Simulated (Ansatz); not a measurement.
## Fields on a plane of NaF (rock salt)

```
CELL_PARAMETERS angstrom
      0.00000     2.35078     2.35078
      2.35078     0.00000     2.35078
      2.35078     2.35078     0.00000
ATOMIC_POSITIONS crystal
  F  0.00000 0.00000 0.00000
  Na 0.50000 0.50000 0.50000
```

The slice is a {100} plane (indices of the conventional cell) through the point (0.000, 0.000, 0.000) (fractional), spanned by u = [100] and v = [0 1 -1] in vectors of this cell: u (3.32 Å) and v (3.32 Å, at 90° to u). It covers one period; positions are fractions (u, v).

Atoms on it: F at (0.00, 0.00); Na at (0.50, 0.50).

These are PBE (plane waves to 420 eV, PAW, scalar-relativistic; Ansatz, a first-principles code) values and carry that method's errors. k mesh 12×12×12. Inside the PAW spheres the values are not all-electron values, and peaks at nuclei hang on which shells count as valence. NaF was relaxed with its symmetry unable to fall. The relaxed volume of NaF is well above the measured one; the method has no dispersion term.

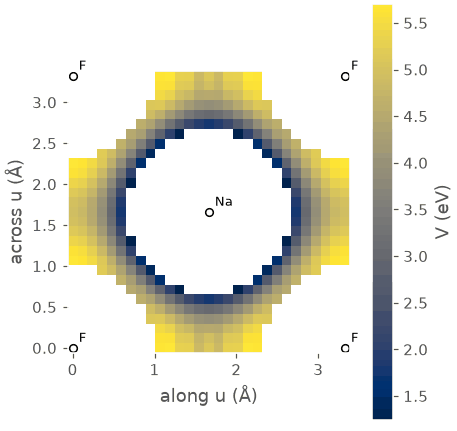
Figure: Electrostatic potential energy of an electron, from the cell's mean, in eV, one period of the plane, atoms marked. Points within 1 Å of a nucleus are left white, as the pseudised field means little there. The zero, the cell's mean, hangs on the PAW cores.

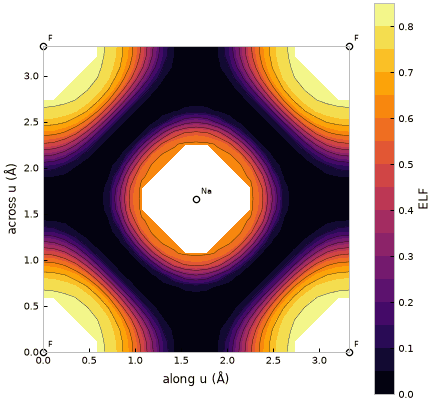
*Electron localisation function (ELF), one period of the plane, atoms marked. Points within 0.5 Å of a nucleus are left white, as the pseudised field means little there.*

* **Density on the F–Na line (2.35 Å) at its density minimum, 1.3 Å from F**: 0.12 e/Å³
* **ELF at that point**: 0.0
* **Character of the F–Na contact (rough rule: ELF there above 0.7 covalent, below 0.2 ionic, polar between)**: closed-shell (ionic)
